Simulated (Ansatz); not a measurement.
## Electronic structure of CH$_{4}$NSi (SMILES C#[N+][SiH3]) (charge +1) in real space

```yaml
atoms:
  - { symbol: C, position_ang: [-0.3998, 0.5519, 0.8372] }
  - { symbol: N, position_ang: [-1.4844, 0.1953, 0.9350] }
  - { symbol: Si, position_ang: [-3.2534, -0.3867, 1.0946] }
  - { symbol: H, position_ang: [0.6331, 0.8916, 0.7441] }
  - { symbol: H, position_ang: [-3.4161, -0.4034, 2.5634] }
  - { symbol: H, position_ang: [-3.9710, 0.6804, 0.3664] }
  - { symbol: H, position_ang: [-3.1812, -1.7032, 0.4268] }
```

Geometry: PBE0-D3(BJ)/def2-SVP.

Theory: isolated molecule in a Gaussian basis; Kohn-Sham density functional theory, functional PBE0 in Ansatz 0.2.0.

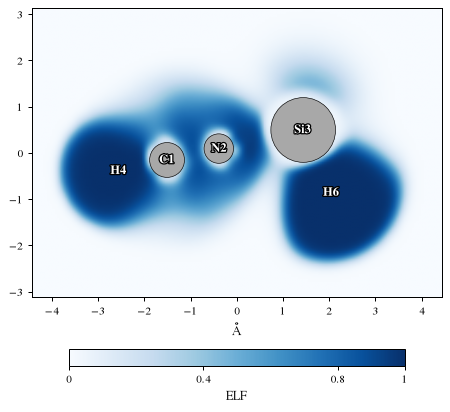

Figure 1. ELF on the plane of atoms N2, Si3 and H6. Grey discs cover the atomic cores.

### Describe what can be read from this map.

- The section cuts through C, N, Si and H sites.
- C–N (1.15 Å): the ELF peaks at about 0.85 between the atoms (a multiple bond).
- Si–N (1.87 Å): the ELF peaks at about 0.95 between the atoms; a shared but strongly polarised pair.
- C–H (1.09 Å): the ELF climbs to about 1 towards the hydrogen, as it does in any bond to H (an ordinary covalent bond to hydrogen).
- Si–H (1.48 Å): the ELF climbs to about 1 towards the hydrogen.

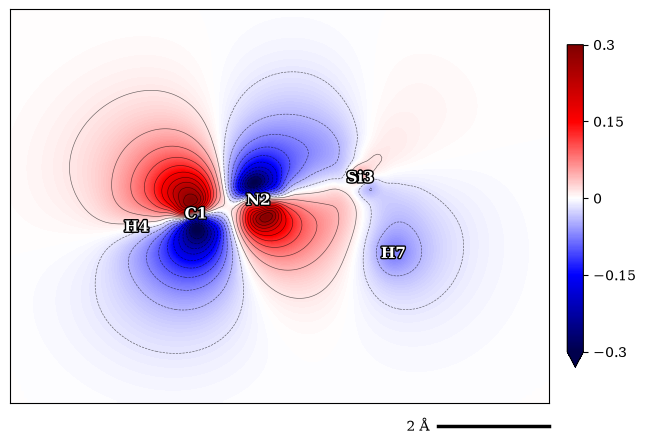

Figure 2. The LUMO on the plane of atoms N2, Si3 and H7 (values in Å⁻³ᐟ²; the overall sign is arbitrary).

### Describe this orbital and give its energy.

By Hirshfeld shares it lies mainly on C1 (about 50 %), N2 (about 30 %) and H4 (about 10 %); π-antibonding (π*) across C1–N2. It is one of a degenerate set, so its orientation is arbitrary. Its energy is −7.09 eV.
